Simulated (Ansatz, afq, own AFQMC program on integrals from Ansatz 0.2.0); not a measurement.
# SiH4 (triplet): AFQMC on the coupled-cluster ladder at distance Si1–H2 = 1.245 Å, 6-31G, part 2 of 2

Ansatz 0.2.0, Gaussian basis, and an in-house AFQMC program (afq) on its integrals; all values are calculated; 6-31G, frozen cores. Earlier steps stand in the parts before.

**14. Phaseless AFQMC, CISD trial on UHF**

It reads the integrals that the CCSD(T) run on this determinant wrote.

Run with:

```console
$ afq ham --method phaseless --trial cisd --walkers 4000 --populations 20 --least-time 60 --time-step 0.005 --steps-per-block 50 --equilibration-blocks 28 --max-blocks 4000 --target-error 0.00017 --factor-cut 1e-05 --start spin_pure --seed 6139 --release-times 0.24,0.51,0.99,1.62,2.4 --release-step 0.03 --release-every 3 --taylor-order 6
```

Standard output:

```text
orbitals 16  electrons 5 3  factors 107 of 268
reference energy -290.96209815 Eh
CCSD correlation -0.08317814 Eh in 11 cycles, weight of the determinant in the CISD state 0.9287
energy of the start -291.044983 Eh
 block  time / (1/Eh)  mean weight  energy / Eh
     1     0.250  0.9999  -291.044633
     2     0.500  0.9999  -291.044772
     3     0.750  1.0000  -291.045074
     4     1.000  0.9999  -291.045322
     5     1.250  0.9999  -291.045576
     6     1.500  1.0000  -291.045793
     7     1.750  1.0000  -291.045988
     8     2.000  1.0000  -291.046178
     9     2.250  1.0001  -291.046244
    10     2.500  0.9999  -291.046264
    11     2.750  1.0000  -291.046439
    12     3.000  0.9999  -291.046600
    13     3.250  1.0001  -291.046615
    14     3.500  1.0000  -291.046469
    15     3.750  1.0002  -291.046358
    16     4.000  1.0000  -291.046461
    17     4.250  1.0000  -291.046511
    18     4.500  1.0000  -291.046531
    19     4.750  1.0001  -291.046573
    20     5.000  1.0000  -291.046676
    21     5.250  0.9999  -291.046549
    22     5.500  0.9999  -291.046674
    23     5.750  1.0001  -291.046789
    24     6.000  1.0001  -291.046613
    25     6.250  1.0000  -291.046698
    26     6.500  0.9999  -291.046761
    27     6.750  1.0001  -291.046796
    28     7.000  1.0001  -291.046780
    29     7.250  0.9998  -291.046717
    30     7.500  1.0001  -291.046631
    31     7.750  1.0000  -291.046762
    32     8.000  1.0000  -291.046853
    33     8.250  1.0000  -291.046823
    34     8.500  0.9999  -291.046935
    35     8.750  1.0000  -291.046888
    36     9.000  1.0002  -291.046699
    37     9.250  1.0002  -291.046852
    38     9.500  0.9999  -291.046695
    39     9.750  1.0000  -291.046726
    40    10.000  0.9998  -291.046739
    41    10.250  1.0000  -291.046657
    42    10.500  1.0000  -291.046724
    43    10.750  1.0000  -291.046924
    44    11.000  1.0001  -291.046873
    45    11.250  0.9999  -291.046726
    46    11.500  1.0000  -291.046588
    47    11.750  1.0000  -291.046559
    48    12.000  1.0000  -291.046642
    49    12.250  0.9999  -291.046775
    50    12.500  0.9999  -291.046830
    51    12.750  1.0000  -291.046825
    52    13.000  0.9999  -291.046822
    53    13.250  0.9999  -291.046686
    54    13.500  0.9999  -291.046712
    55    13.750  1.0001  -291.046683
    56    14.000  0.9999  -291.046791
    57    14.250  1.0002  -291.046692
    58    14.500  1.0000  -291.046636
    59    14.750  0.9999  -291.046689
    60    15.000  0.9999  -291.046760
    61    15.250  1.0000  -291.046916
    62    15.500  1.0001  -291.046833
    63    15.750  0.9999  -291.046781
    64    16.000  1.0000  -291.046773
    65    16.250  1.0001  -291.046792
    66    16.500  1.0002  -291.046808
    67    16.750  1.0001  -291.046877
    68    17.000  1.0001  -291.046832
    69    17.250  1.0000  -291.046808
    70    17.500  0.9999  -291.046767
    71    17.750  1.0000  -291.046670
    72    18.000  0.9999  -291.046660
    73    18.250  1.0001  -291.046646
    74    18.500  0.9999  -291.046719
    75    18.750  1.0001  -291.046719
    76    19.000  0.9999  -291.046533
    77    19.250  0.9999  -291.046596
    78    19.500  1.0001  -291.046696
error from the spread of 20 populations
released: time / (1/Eh)  energy / Eh  error  mean overlap
  0.24  -291.048699  0.001753  1.0004
  0.51  -291.046796  0.000021  0.9995
  0.99  -291.046831  0.000015  0.9991
  1.62  -291.046856  0.000017  0.9991
  2.40  -291.046845  0.000026  0.9975
energy -291.046747 +/- 0.000038 Eh
```

Run time: 27 s. Hardware: 1 × NVIDIA H100 80GB HBM3 with 2 threads of AMD EPYC 7R13 (Zen 3), shared host; peak host memory 1.5 GiB.

Energy -7919.7854 ± 0.0010 eV. Caveats: constraint bias not in the error.

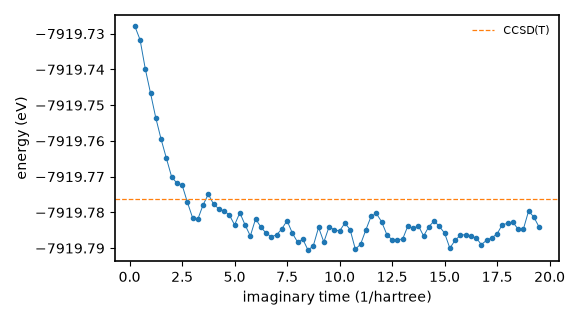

Block energies along the walk.

**15. Phaseless AFQMC, single-determinant trial on UHF**

It reads the integrals that the CCSD(T) run on this determinant wrote.

Run with:

```console
$ afq ham --method phaseless --trial hf --walkers 4000 --populations 20 --least-time 40 --time-step 0.005 --steps-per-block 20 --equilibration-blocks 112 --max-blocks 4000 --target-error 0.0008500000000000001 --factor-cut 1e-05 --start spin_pure --seed 7068 --taylor-order 6
```

Standard output:

```text
orbitals 16  electrons 5 3  factors 107 of 268
reference energy -290.96209815 Eh
CCSD correlation -0.08317814 Eh in 11 cycles, weight of the determinant in the CISD state 0.9287
energy of the start -290.962719 Eh
 block  time / (1/Eh)  mean weight  energy / Eh
     1     0.100  1.0002  -290.974201
     2     0.200  1.0005  -290.983776
     3     0.300  1.0004  -290.991679
     4     0.400  1.0004  -290.998744
     5     0.500  1.0005  -291.004344
     6     0.600  1.0003  -291.008463
     7     0.700  1.0003  -291.012346
     8     0.800  1.0002  -291.016568
     9     0.900  1.0004  -291.020151
    10     1.000  1.0001  -291.022824
    13     1.300  1.0001  -291.028317
    17     1.700  1.0001  -291.034229
    21     2.100  1.0000  -291.037510
    25     2.500  1.0001  -291.040085
    29     2.900  1.0002  -291.041761
    33     3.300  1.0001  -291.042856
    37     3.700  1.0000  -291.044086
    41     4.100  1.0000  -291.047298
    45     4.500  1.0000  -291.045488
    49     4.900  1.0001  -291.044371
    53     5.300  0.9999  -291.045480
    57     5.700  1.0001  -291.045465
    61     6.100  1.0000  -291.046356
    65     6.500  0.9997  -291.045549
    69     6.900  1.0001  -291.045511
    73     7.300  1.0002  -291.045687
    77     7.700  1.0000  -291.046067
    81     8.100  1.0000  -291.045189
    85     8.500  1.0001  -291.043682
    89     8.900  1.0000  -291.045404
    93     9.300  0.9999  -291.044684
    97     9.700  1.0001  -291.044419
   101    10.100  0.9999  -291.044371
   105    10.500  1.0000  -291.045492
   109    10.900  0.9999  -291.044861
   113    11.300  1.0001  -291.043338
   117    11.700  1.0001  -291.044288
   121    12.100  0.9999  -291.043381
   125    12.500  1.0000  -291.046153
   129    12.900  1.0002  -291.043887
   133    13.300  1.0000  -291.045353
   137    13.700  0.9998  -291.046111
   141    14.100  1.0001  -291.044416
   145    14.500  1.0001  -291.042088
   149    14.900  0.9999  -291.045781
   153    15.300  0.9999  -291.046516
   157    15.700  0.9998  -291.045751
   161    16.100  0.9999  -291.046368
   165    16.500  1.0001  -291.046730
   169    16.900  0.9998  -291.045120
   173    17.300  1.0001  -291.043833
   177    17.700  1.0001  -291.043908
   181    18.100  1.0001  -291.045662
   185    18.500  0.9999  -291.044692
   189    18.900  0.9999  -291.046028
error from the spread of 20 populations
energy -291.045020 +/- 0.000490 Eh
```

It took 17 s on 1 × NVIDIA H100 80GB HBM3 with 2 threads of AMD EPYC 7R13 (Zen 3), shared host; peak host memory 1.5 GiB.

Energy -7919.7385 ± 0.0133 eV. Caveats: constraint bias not in the error.

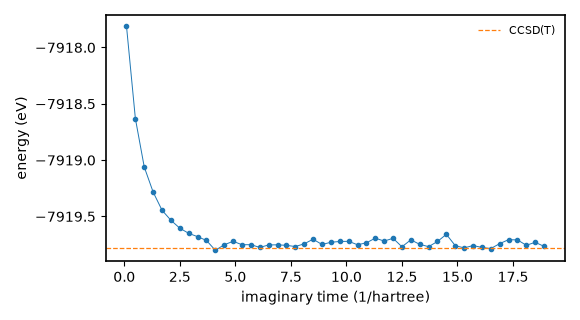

Block energies along the walk.

**16. Free-projection AFQMC, CISD trial on UHF**

It reads the integrals that the CCSD(T) run on this determinant wrote.

Run with:

```console
$ afq ham --method free --trial cisd --walkers 4000 --time-step 0.03 --max-blocks 4000 --target-error 0.00034 --factor-cut 1e-05 --seed 8282 --times 0,0.3,0.6,1.2,1.8,2.4,3.6,4.8,6 --taylor-order 8
```

Standard output:

```text
orbitals 16  electrons 5 3  factors 107 of 268
reference energy -290.96209815 Eh
CCSD correlation -0.08317814 Eh in 11 cycles, weight of the determinant in the CISD state 0.9287
repeat  energy at the last time / Eh  error
    10  -291.046874  0.000034
    20  -291.046884  0.000019
    30  -291.046851  0.000028
time / (1/Eh)  energy / Eh  error  mean overlap
  0.00  -291.045290  0.000006  1.0771
  0.30  -291.045967  0.000006  1.0779
  0.60  -291.046322  0.000009  1.0783
  1.20  -291.046642  0.000008  1.0794
  1.80  -291.046762  0.000011  1.0800
  2.40  -291.046805  0.000011  1.0802
  3.60  -291.046848  0.000012  1.0821
  4.80  -291.046854  0.000014  1.0859
  6.00  -291.046854  0.000027  1.0882
energy -291.046854 +/- 0.000027 Eh
```

It took 13 s on 1 × NVIDIA H100 80GB HBM3 with 2 threads of AMD EPYC 7R13 (Zen 3), shared host; peak host memory 1.5 GiB.

Energy -7919.7884 ± 0.0007 eV. Caveats: remainder of the start not in the error.

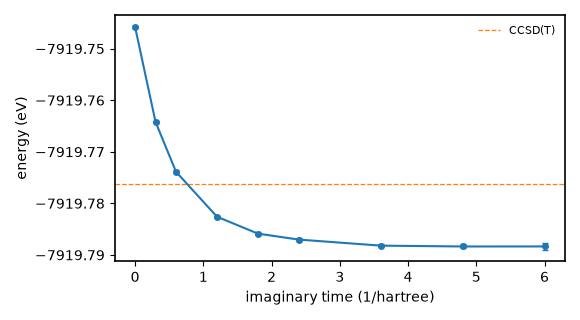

Energy against projection time, with error bars.

**17. Free-projection AFQMC, CISD trial on UHF (settings varied)**

It reads the integrals that the CCSD(T) run on this determinant wrote.

Run with:

```console
$ afq ham --method free --trial cisd --walkers 20 --time-step 0.05 --max-blocks 30 --target-error 0.00068 --factor-cut 0.001 --seed 57 --times 0,2,5,8,12 --taylor-order 8
```

Standard output:

```text
orbitals 16  electrons 5 3  factors 69 of 268
reference energy -290.96209815 Eh
CCSD correlation -0.08317877 Eh in 11 cycles, weight of the determinant in the CISD state 0.9286
repeat  energy at the last time / Eh  error
    10  -291.046309  0.000162
    20  -291.046551  0.000388
    30  -291.046543  0.000306
time / (1/Eh)  energy / Eh  error  mean overlap
  0.00  -291.045380  0.000099  1.0799
  2.00  -291.046682  0.000127  1.1275
  5.00  -291.046917  0.000215  1.1058
  8.00  -291.046856  0.000284  1.1271
 12.00  -291.046543  0.000306  1.2411
energy -291.046543 +/- 0.000306 Eh
```

It took 15 s on 1 × NVIDIA H100 80GB HBM3 with 2 threads of AMD EPYC 7R13 (Zen 3), shared host; peak host memory 1.5 GiB.

Energy -7919.7799 ± 0.0083 eV. Caveats: remainder of the start not in the error.

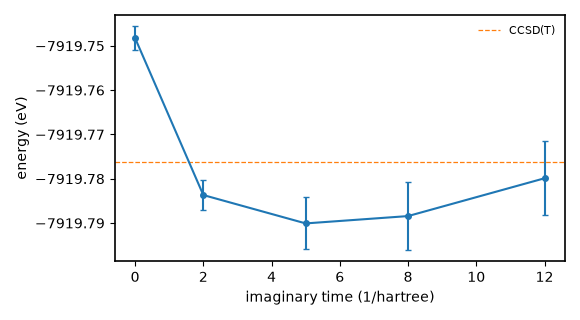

Energy against projection time, with error bars.

**18. AFQMC on the ladder**

The full CI on restricted orbitals is not used as the yardstick for these unrestricted rows.

On the UHF determinant, counted from CCSDTQ (a yardstick, not exact):

```csv
level,energy (eV),from CCSDTQ (kcal/mol),statistical error (kcal/mol),time
HF,-7917.4820,+53.21,,
MP2,-7919.0064,+18.05,,
CCSD,-7919.7454,+1.01,,
CCSD(T),-7919.7762,+0.30,,
CCSDT(Q),-7919.7896,-0.01,,
CCSDTQ,-7919.7892,0.00,,
"Phaseless AFQMC, CISD trial, step 0.005, 4000 walkers",-7919.7854,+0.09,0.02,27 s
"Phaseless AFQMC, single-determinant trial, step 0.005, 4000 walkers",-7919.7385,+1.17,0.31,17 s
"Free-projection AFQMC, CISD trial, step 0.03, 4000 walkers",-7919.7884,+0.02,0.02,13 s
```

The functionals' totals stand on their own zeros and serve differences with other points: PBE -7931.267 eV; r2SCAN -7934.825 eV; PBE0 -7931.951 eV; B3LYP -7936.159 eV; wB97M-V -7934.090 eV; B2PLYP -7930.814 eV.

**19. Results**

The summary covers parts 1 to 2.

| quantity | value |
| --- | --- |
| CCSD(T) on UHF from CCSDTQ | +0.30 kcal/mol |
| Phaseless AFQMC, CISD trial on UHF from CCSDTQ | +0.09 ± 0.02 kcal/mol |
| Phaseless AFQMC, single-determinant trial on UHF from CCSDTQ | +1.17 ± 0.31 kcal/mol |
| Free-projection AFQMC, CISD trial on UHF from CCSDTQ | +0.02 ± 0.02 kcal/mol |

On UHF the phaseless walk with the CISD trial lies +0.09 kcal/mol from CCSDTQ, 4 times its error bar. A single-determinant trial moves the result by +1.08 kcal/mol. Free projection has no constraint; at the last time it gives +0.02 ± 0.02 kcal/mol, and from a start that isn't spin pure other spins can mix in. Error bars are statistical and leave out the constraint, the time step and what remains of the start.
